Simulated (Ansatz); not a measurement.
Input

```
crystal:
  periodic: [false, false, false]
  atoms:
    - { symbol: Si, position_ang: [-0.795884, -0.523038, -0.439254] }
    - { symbol: O, position_ang: [1.223692, 1.299638, 0.987928] }
    - { symbol: Cl, position_ang: [-0.437414, -2.008425, -1.850124] }
    - { symbol: Cl, position_ang: [-2.791728, -0.547575, 0.13054] }
    - { symbol: H, position_ang: [-0.495967, 0.789813, -1.07529] }
    - { symbol: H, position_ang: [1.394089, 0.366682, 1.21069] }
    - { symbol: H, position_ang: [0.00023, -0.868557, 0.721185] }
    - { symbol: H, position_ang: [1.902981, 1.491462, 0.314326] }
basis:
  gaussian: { orbitals: def2-SVP }
hamiltonian:
  xc: revpbe
  dispersion: d4
relax:
  f_tol: 0.03
  max_steps: 50
output:
  orbitals: {}
```

Launched as:

```sh
ansatz run input.yaml --threads 2 --pin off --max-ram 3072MiB --backend cpu --events-out ev --progress --plain --runs-dir out
```

The fields are those of the relaxed geometry.

Theory: RKS revPBE-D4/def2-SVP in Ansatz 0.2.0.

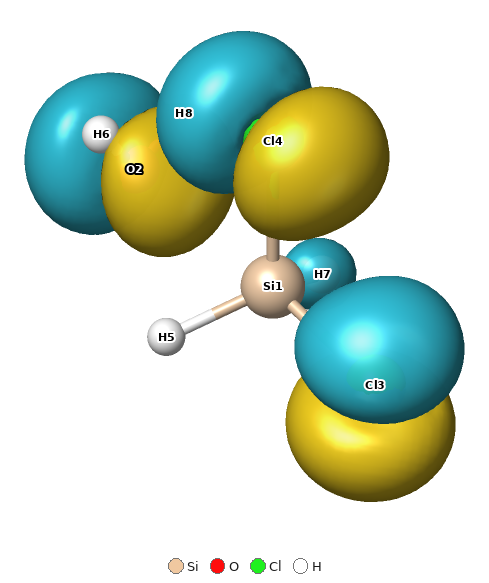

Cl2H2Si···H2O. The HOMO at ±0.08 Å⁻³ᐟ² (yellow and cyan are the two phases), seen at an oblique angle.

> What is the character of this orbital?

It lies mainly on O2 (about 40 %), Cl4 (about 25 %) and Cl3 (about 25 %); largely a combination of lone pairs on O2, Cl4 and Cl3. Its energy is −7.12 eV.
